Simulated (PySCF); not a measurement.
SMILES c1(CSC)ccco1 at its GFN2-xTB optimised geometry (Å):

```
16

C     -2.5164    -0.8405    -2.4306
S     -1.6775    -2.2966    -1.7493
C     -1.3887    -1.6894    -0.0346
C     -0.4103    -0.5825     0.0000
C      0.9551    -0.5825     0.0000
C      1.3511     0.7765     0.0000
C      0.2010     1.5011    -0.0050
O     -0.8708     0.6898    -0.0094
H     -2.7105    -1.0515    -3.4767
H     -3.4520    -0.6805    -1.9016
H     -1.8712     0.0281    -2.3393
H     -1.0185    -2.5568     0.5075
H     -2.3522    -1.3736     0.3645
H      1.5923    -1.4426    -0.0001
H      2.3522     1.1556     0.0032
H      0.0153     2.5568    -0.0057
```

Method: B3LYP/def2-TZVP run with PySCF. Cells within 0.4 Å of a nucleus heavier than hydrogen are left out (blank, or x).

Map of the deformation density (molecule minus spherical neutral atoms) (e/bohr³) on the plane z = 0.0 Å:

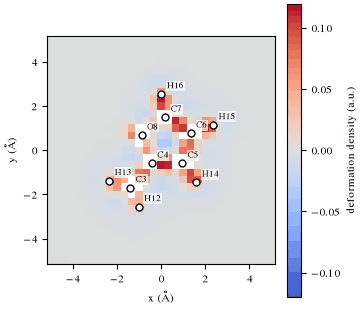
*Deformation density (molecule minus spherical neutral atoms) (e/bohr³) on the plane z = 0.0 Å.*
